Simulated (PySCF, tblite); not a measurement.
# C3H6ClO2Si radical: geometry, infrared bands and EPR parameters

Aim: predict the infrared bands and EPR parameters of C3H6ClO2Si radical (`C=CO[Si](Cl)OC`).

The runs use tblite 0.8.0 and PySCF 2.14.0, with density-fitted response routines of our own; the level of theory stands in each step. All values are computed, except where a source is named. Atoms are numbered from 0 throughout.

## 1. The molecule as given

13 atoms, charge 0, multiplicity 2; geometry from: force field or distance geometry start.

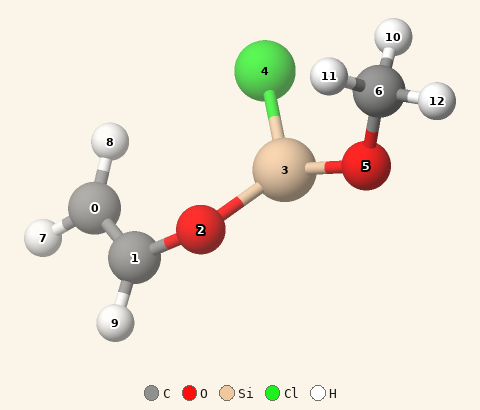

As it starts; carbon grey, oxygen red, silicon light orange, chlorine green, hydrogen white, atoms numbered; sticks join atoms by distance.

## 2. Relaxing the molecule with GFN2-xTB

What the job is given:

```
{"job": {"kind": "relax", "xc": "GFN2-xTB", "basis": "xTB"}, "charge": 0, "multiplicity": 2}
C     -2.743100     0.711700    -0.044200
C     -2.287000    -0.518900    -0.046900
O     -0.922500    -0.835000     0.037600
Si     0.334100    -0.122900    -0.847400
Cl     0.333700     1.883500    -1.102900
O      1.800700    -0.932700    -0.841300
C      2.832900    -0.378500    -0.122600
H     -3.837200     0.818500    -0.099200
H     -2.100100     1.589500     0.008900
H     -2.978400    -1.350200    -0.085500
H      3.156100     0.596600    -0.462100
H      2.687800    -0.406700     0.994900
H      3.718500    -1.054500    -0.268000
```

Launch:

```
$ OMP_NUM_THREADS=1 python probes_run.py task.json out
```

One launch serves the whole session: the jobs run in the order shown.

The log of the run:

```text
step      E/eV     max force
  0    -650.28247    3.002
  1    -650.57031    1.871
  2    -650.74504    1.360
  3    -650.85870    0.955
  4    -650.92186    0.680
  5    -650.95205    0.519
  6    -650.97982    0.578
  7    -650.99777    0.417
  8    -651.01135    0.292
  9    -651.01985    0.250
 10    -651.02559    0.209
 11    -651.03123    0.253
 12    -651.03850    0.309
 13    -651.04878    0.299
 14    -651.05941    0.296
 15    -651.06694    0.275
 16    -651.07323    0.190
 17    -651.07815    0.163
 18    -651.08196    0.149
 19    -651.08491    0.110
 20    -651.08668    0.108
 21    -651.08831    0.107
 22    -651.09051    0.128
 23    -651.09312    0.135
 24    -651.09527    0.107
 25    -651.09660    0.081
 26    -651.09735    0.059
 27    -651.09796    0.067
 28    -651.09849    0.063
 29    -651.09880    0.045
 30    -651.09904    0.037
 31    -651.09935    0.046
 32    -651.09980    0.063
 33    -651.10027    0.065
 34    -651.10061    0.046
 35    -651.10085    0.040
 36    -651.10115    0.056
 37    -651.10169    0.075
 38    -651.10261    0.105
 39    -651.10391    0.108
 40    -651.10532    0.103
 41    -651.10671    0.114
 42    -651.10830    0.140
 43    -651.11048    0.193
 44    -651.11203    0.125
 45    -651.11358    0.097
 46    -651.11444    0.101
 47    -651.11572    0.096
 48    -651.11725    0.124
 49    -651.11981    0.196
 50    -651.12296    0.220
 51    -651.12708    0.223
 52    -651.13133    0.176
 53    -651.12442    0.496
 54    -651.13763    0.168
 55    -651.14049    0.124
 56    -651.14037    0.339
 57    -651.14463    0.074
 58    -651.14548    0.080
 59    -651.14671    0.111
 60    -651.14755    0.091
 61    -651.15117    0.134
 62    -651.15362    0.166
 63    -651.15842    0.194
 64    -651.16193    0.161
 65    -651.16302    0.214
 66    -651.16688    0.143
 67    -651.16820    0.105
 68    -651.17198    0.111
 69    -651.17369    0.113
 70    -651.17525    0.089
 71    -651.17592    0.076
 72    -651.17633    0.050
 73    -651.17666    0.047
 74    -651.17695    0.050
 75    -651.17724    0.063
 76    -651.17761    0.079
 77    -651.17814    0.077
 78    -651.17871    0.078
 79    -651.17927    0.066
 80    -651.17968    0.041
 81    -651.17994    0.039
 82    -651.18018    0.053
 83    -651.18056    0.082
 84    -651.18124    0.107
 85    -651.18226    0.114
 86    -651.18332    0.089
 87    -651.18407    0.078
 88    -651.18445    0.053
 89    -651.18478    0.049
 90    -651.18527    0.053
 91    -651.18587    0.068
 92    -651.18652    0.058
 93    -651.18700    0.072
 94    -651.18763    0.063
 95    -651.18823    0.066
 96    -651.18929    0.064
 97    -651.18998    0.068
 98    -651.19054    0.068
 99    -651.19085    0.044
100    -651.19108    0.032
101    -651.19122    0.041
102    -651.19130    0.090
103    -651.19145    0.031
104    -651.19155    0.024
105    -651.19168    0.034
106    -651.19176    0.023
107    -651.19185    0.031
108    -651.19197    0.041
109    -651.19218    0.037
110    -651.19250    0.087
111    -651.19252    0.077
112    -651.19302    0.072
113    -651.19328    0.058
114    -651.19360    0.050
115    -651.19401    0.043
116    -651.19441    0.066
117    -651.19523    0.093
118    -651.19567    0.054
119    -651.19598    0.040
120    -651.19608    0.022
121    -651.19612    0.014
122    -651.19614    0.013
123    -651.19616    0.010
124    -651.19617    0.009
```

Run time: 0.69 s. Hardware: 1 thread of Arm Neoverse V2, shared host.

Relaxation path: (not every step is listed)

```csv
step,energy from step 0 (eV),largest force (eV/Å)
0,0.0000,3.0015
1,-0.2878,1.8713
2,-0.4626,1.3597
3,-0.5762,0.9550
4,-0.6394,0.6801
5,-0.6696,0.5192
6,-0.6974,0.5779
7,-0.7153,0.4173
8,-0.7289,0.2924
19,-0.8024,0.1099
30,-0.8166,0.0375
41,-0.8242,0.1137
52,-0.8489,0.1759
63,-0.8759,0.1937
74,-0.8945,0.0498
85,-0.8998,0.1138
96,-0.9068,0.0638
107,-0.9094,0.0305
118,-0.9132,0.0544
119,-0.9135,0.0397
120,-0.9136,0.0221
121,-0.9136,0.0142
122,-0.9137,0.0133
123,-0.9137,0.0105
124,-0.9137,0.0093
```

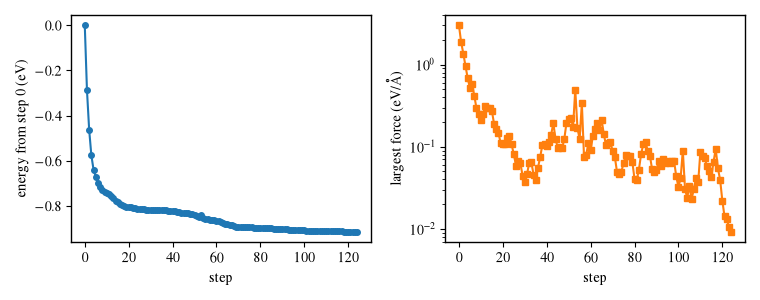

Energy and force, step by step.

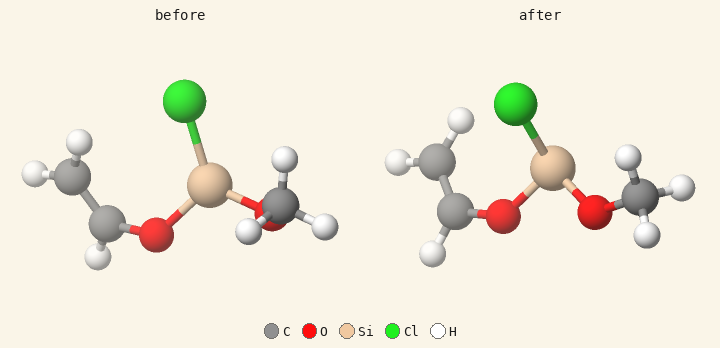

The geometry before (left) and after (right).

Close pairs (by a distance rule), those that changed most:

```csv
bond,before (Å),after (Å),change (Å)
O2–Si3,1.694,1.626,-0.068
C1–O2,1.403,1.342,-0.061
Si3–O5,1.675,1.620,-0.055
C6–H11,1.127,1.090,-0.037
C6–H12,1.124,1.092,-0.031
C0–H7,1.101,1.073,-0.028
Si3–Cl4,2.023,2.045,+0.022
O5–C6,1.374,1.394,+0.020
```

The final coordinates are the input of the step that follows.

## 3. Harmonic vibrations with GFN2-xTB

What the job is given:

```
{"job": {"kind": "ir", "xc": "GFN2-xTB", "basis": "xTB"}, "charge": 0, "multiplicity": 2}
C     -2.890062     0.516039    -0.577447
C     -2.240630    -0.381098     0.141342
O     -0.912314    -0.574715     0.154837
Si     0.308365     0.149871    -0.638743
Cl     0.531368     2.099013    -0.062642
O      1.542988    -0.738478    -0.080592
C      2.909376    -0.487733    -0.196885
H     -3.958159     0.599731    -0.519802
H     -2.368710     1.179311    -1.244892
H     -2.745662    -1.066349     0.811537
H      3.129781     0.575694    -0.079584
H      3.416842    -1.051390     0.586314
H      3.272429    -0.819410    -1.172419
```

The log of the run:

```text
mode    cm-1     km/mol
  1      42.2      0.68
  2      72.0      3.07
  3      88.9      1.56
  4     105.1      0.40
  5     117.4      3.65
  6     165.9      2.41
  7     212.6      9.22
  8     275.8     29.58
  9     298.9     11.30
 10     449.7     61.94
 11     527.8      5.75
 12     666.1      1.67
 13     747.4    181.11
 14     782.2     94.40
 15     836.0     15.86
 16     982.2     20.65
 17     995.6     44.06
 18    1131.8     11.65
 19    1139.0    116.63
 20    1160.1    236.90
 21    1196.1    163.81
 22    1284.7      4.52
 23    1380.8     22.03
 24    1416.0      3.21
 25    1475.9      4.10
 26    1481.0      2.84
 27    1696.7    153.89
 28    2957.9     31.90
 29    2967.5     33.99
 30    2998.7     17.93
 31    3041.2     21.86
 32    3122.8     20.50
 33    3169.7     28.88
```

It took 0.34 s on 1 thread of Arm Neoverse V2, shared host.

The strongest bands and the atoms that carry them (share of the mass-weighted mode):

```csv
cm⁻¹,km/mol,atoms
450,61.9,"Si3 53 %, Cl4 40 %"
747,181.1,"Si3 42 %, O2 31 %, C1 10 %"
782,94.4,"Si3 44 %, O5 25 %, C6 18 %"
996,44.1,"H7 33 %, C0 22 %, H8 18 %, O2 16 %"
1139,116.6,"C6 27 %, H10 25 %, H11 21 %, O5 20 %"
1160,236.9,"O5 40 %, C6 24 %, H10 13 %"
1196,163.8,"O2 41 %, C1 32 %, H8 10 %"
1697,153.9,"C1 51 %, C0 41 %"
```

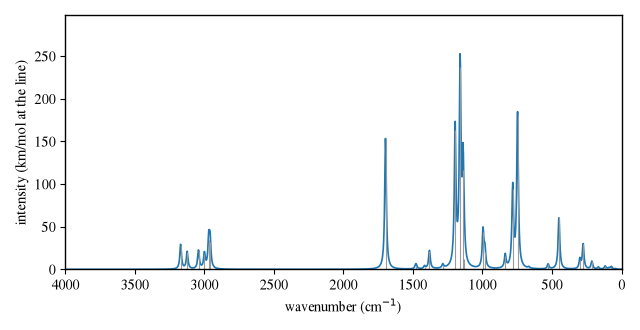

The infrared spectrum from these modes, unscaled. Lines are broadened to a width of 14 cm⁻¹ (Lorentzian).

## 4. EPR parameters: B3LYP/pcH-1

Settings changed since step 3:

```diff
@@ -1,2 +1,2 @@
-{"job": {"kind": "ir", "xc": "GFN2-xTB", "basis": "xTB"}, "charge": 0, "multiplicity": 2}
+{"job": {"kind": "epr", "basis": "pcH-1"}, "charge": 0, "multiplicity": 2}
 C     -2.890062     0.516039    -0.577447
```

Level: UKS B3LYP, pcH-1 on C Cl H O Si, non-relativistic, mean-field spin-orbit, GIAO.

The log of the run:

```text
UKS, coarse grid
  cycle   1  E = -1017.96855089  |g| = 7.12e-01
  cycle   2  E = -1017.57305651  |g| = 1.24e+00
  cycle   3  E = -1018.13510505  |g| = 1.60e-01
  cycle   4  E = -1018.14408152  |g| = 7.57e-02
  cycle   5  E = -1018.14646132  |g| = 1.97e-02
  cycle   6  E = -1018.14662073  |g| = 9.04e-03
  cycle   7  E = -1018.14665395  |g| = 3.42e-03
  cycle   8  E = -1018.14665833  |g| = 7.22e-04
UKS, final grid
  cycle   1  E = -1018.14668176  |g| = 1.01e-03
  cycle   2  E = -1018.14668109  |g| = 1.72e-03
  cycle   3  E = -1018.14668214  |g| = 1.86e-04
  cycle   4  E = -1018.14668216  |g| = 2.89e-05
  cycle   5  E = -1018.14668216  |g| = 2.43e-05
E = -1018.14668216 Eh   <S^2> = 0.7515 (exact 0.7500)
g shifts (ppm)      1          2          3
  rmc          -220       -220       -220
  gc             57         40         62
  oz_so       -1527        -93        260
  total       -1690       -273        102
hyperfine (MHz)  atom isotope    a_iso     a_fc   dipolar eigenvalues
    0   13C      -0.02      -0.01     -1.74     -0.38      2.12
    1   13C      -3.51      -3.51     -1.46     -0.31      1.76
    2   17O     -33.40     -33.31    -30.51     14.78     15.73
    3  29Si   -1017.20   -1018.03   -117.28     58.47     58.81
    4  35Cl      48.23      47.75    -23.93    -23.17     47.10
    5   17O     -37.06     -36.92    -36.25     17.60     18.65
    6   13C      -2.49      -2.49     -1.03     -0.78      1.81
    7    1H       0.30       0.30     -1.42     -0.96      2.38
    8    1H       3.25       3.24     -3.80     -1.96      5.75
    9    1H      10.36      10.36     -1.75     -1.20      2.95
   10    1H      -0.15      -0.15     -2.42     -1.48      3.90
   11    1H       6.58       6.58     -1.85     -1.16      3.01
   12    1H       3.76       3.76     -2.61     -1.78      4.39
```

Wall time 55 s (1 thread of Arm Neoverse V2, shared host); peak memory 0.94 GiB.

Principal g values 2.00063, 2.00205, 2.00242; g(iso) = 2.00170, against 2.00232 for a free electron.

Hyperfine couplings; where a row names several nuclei, a(iso) is their mean (it holds for fast rotation or exchange) and the dipolar term the largest among them:

```csv
nuclei,isotope,a(iso) (MHz),"a(iso) (G, at g = 2.0023)",largest dipolar term (MHz)
Si3,29Si,-1017.2,-363.0,-117.3
Cl4,35Cl,48.2,17.2,47.1
O5,17O,-37.1,-13.2,-36.2
O2,17O,-33.4,-11.9,-30.5
H9,1H,10.4,3.7,3.0
C1,13C,-3.5,-1.3,1.8
"H10, H11, H12",1H,3.4,1.2,4.4
H8,1H,3.2,1.2,5.8
C6,13C,-2.5,-0.9,1.8
H7,1H,0.3,0.1,2.4
C0,13C,0.0,0.0,2.1
```

Mulliken spin populations:

C0 0.02; C1 -0.01; O2 0.06; Si3 0.77; Cl4 0.09; O5 0.08; C6 -0.01; H7 0.00; H8 0.00; H9 0.00; H10 0.00; H11 0.00; H12 0.01

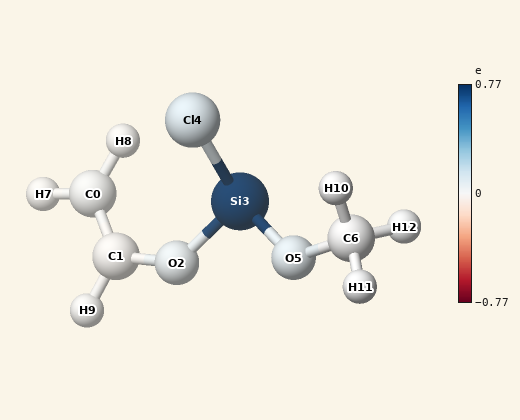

Mulliken spin populations, as colours on the atoms.

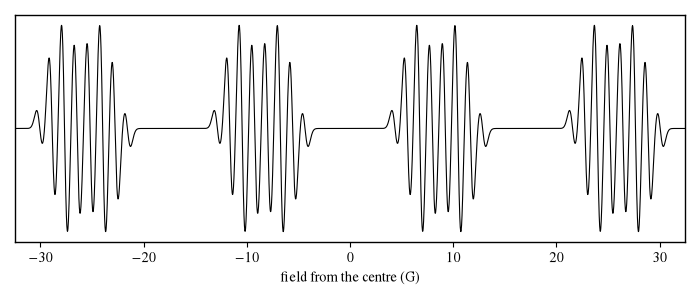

First-order isotropic spectrum (first derivative, main isotopes with spin only, couplings over 0.8 MHz, Gaussian width 0.3 G; couplings of the frozen geometry, rotation of groups not averaged beyond the rows shown).

The fields below are evaluated on a grid from the run's orbitals.

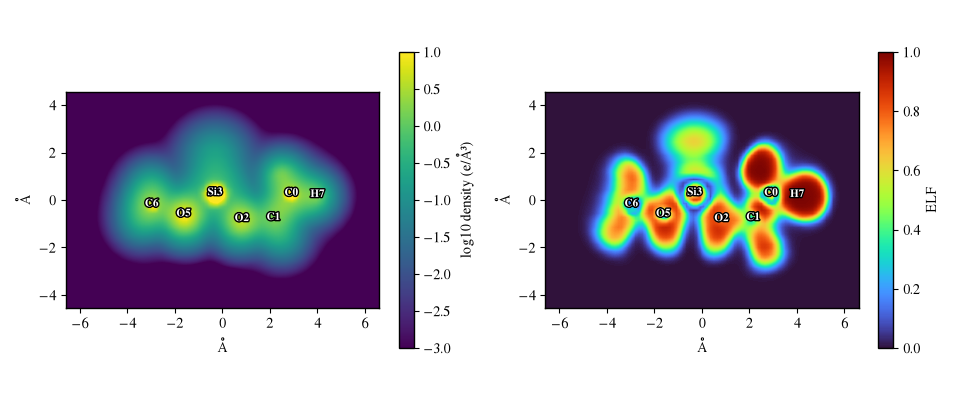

Density (left) and ELF (right) in a plane through or near 7 of the atoms.

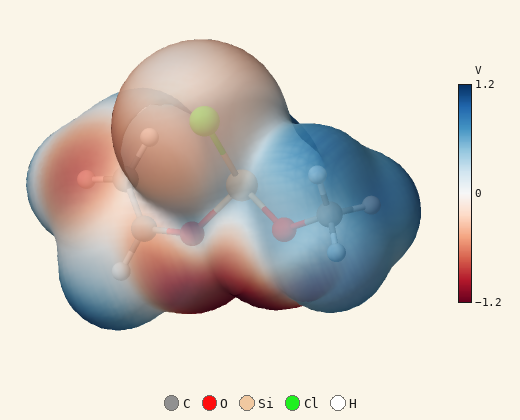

The potential that a unit positive charge feels on the 0.002 e/bohr³ surface, from -1.20 V near O5 to 0.98 V near H10.

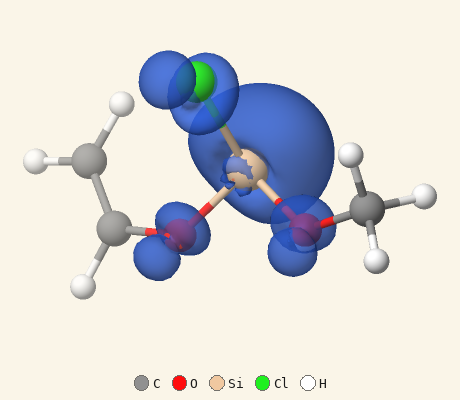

Spin density at ±0.03 e/Å³ (alpha excess blue, beta excess red).

## 5. Summary of results

| quantity | value |
| --- | --- |
| strongest single infrared mode (GFN2-xTB) | 1160 cm⁻¹, 237 km/mol |
| zero-point energy (GFN2-xTB) | 55.7 kcal/mol |
| g(iso) (B3LYP) | 2.00170 |
| ⟨S²⟩ | 0.752 (exact 0.75) |
| largest a(iso) (averaged by class) | 29Si on Si3, -1017.2 MHz |
| potential on the surface of density 0.002 e/bohr³, 1st and 99th percentile | -1.20 V and 0.98 V |

What this shows: The optimisation took 124 steps and gained 0.914 eV; among the close pairs (by a distance rule), O2–Si3 changed most, from 1.694 to 1.626 Å. No mode is imaginary among the 33: a minimum at this level. The strongest single mode, at 1160 cm⁻¹, is carried by O5, C6, H10. Unscaled tight-binding wavenumbers are off by several per cent, some by more. Its intensities can rank the bands wrongly. Si3 carries the largest spin population, 0.77 e. The isotropic g lies 0.6 ppt below the free-electron value.
